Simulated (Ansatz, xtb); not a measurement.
Redistribution: BClF2 + BH(CH3)(OH) → B(OH)F2 + BH(CH3)Cl

Species: BClF2 `FB(F)Cl`, singlet; BH(CH3)(OH), singlet; B(OH)F2, singlet; BH(CH3)Cl, singlet. The partners trade Cl for OH; both sit on B, so the bond types are kept.

Shapes, held fixed at every level: PBE0-D4/def2-TZVP. Flexible molecules stand in one conformer, not always the lowest. Programs: Ansatz 0.2.0, xtb 6.7.1. The zero-point and thermal change to 298 K, harmonic and unscaled (PBE0-D4/def2-TZVP), is -0.8 kJ/mol.

```json
{"level": "GFN2-xTB", "kind": "semi-empirical", "ΔH(298 K) (kJ/mol)": "-41.8", "less CCSD(T)/CBS estimate": "-29.3"}
{"level": "HF/def2-TZVPP", "kind": "Hartree–Fock", "ΔH(298 K) (kJ/mol)": "-19.9", "less CCSD(T)/CBS estimate": "-7.4"}
{"level": "B3LYP-D4/def2-TZVPP", "kind": "global hybrid", "ΔH(298 K) (kJ/mol)": "-10.2", "less CCSD(T)/CBS estimate": "+2.3"}
{"level": "r2SCAN0-D4/def2-TZVPP", "kind": "global hybrid", "ΔH(298 K) (kJ/mol)": "-13.7", "less CCSD(T)/CBS estimate": "-1.2"}
{"level": "wB97M-V/def2-TZVPP", "kind": "range-separated hybrid", "ΔH(298 K) (kJ/mol)": "-9.4", "less CCSD(T)/CBS estimate": "+3.1"}
{"level": "wB97X-V/def2-TZVPP", "kind": "range-separated hybrid", "ΔH(298 K) (kJ/mol)": "-9.5", "less CCSD(T)/CBS estimate": "+3.0"}
{"level": "MP2/def2-TZVPP", "kind": "perturbation theory", "ΔH(298 K) (kJ/mol)": "-11.5", "less CCSD(T)/CBS estimate": "+1.0"}
{"level": "CCSD(T)/CBS estimate", "kind": "coupled cluster or CI", "ΔH(298 K) (kJ/mol)": "-12.5", "less CCSD(T)/CBS estimate": "0.0"}
```

The highest level, CCSD(T)/CBS estimate, gives ΔH(298 K) = -12.5 kJ/mol; the levels span -41.8 to -9.4. The column of differences is taken from that level and isn't an error. No measured value is set beside it here. The CBS estimate extrapolates MP2 from def2-TZVPP and def2-QZVPP and adds CCSD(T) − MP2 in the triple-zeta set, cores frozen.

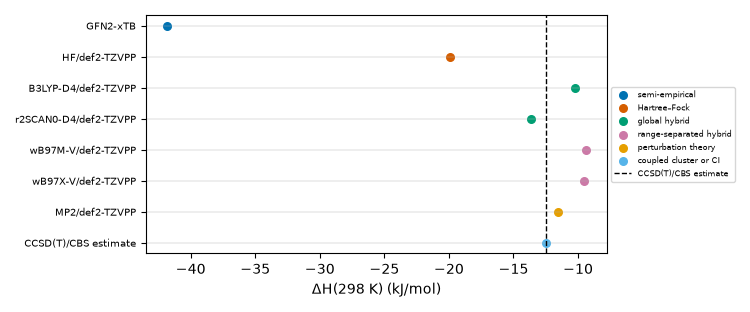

The values of the table, level by level.
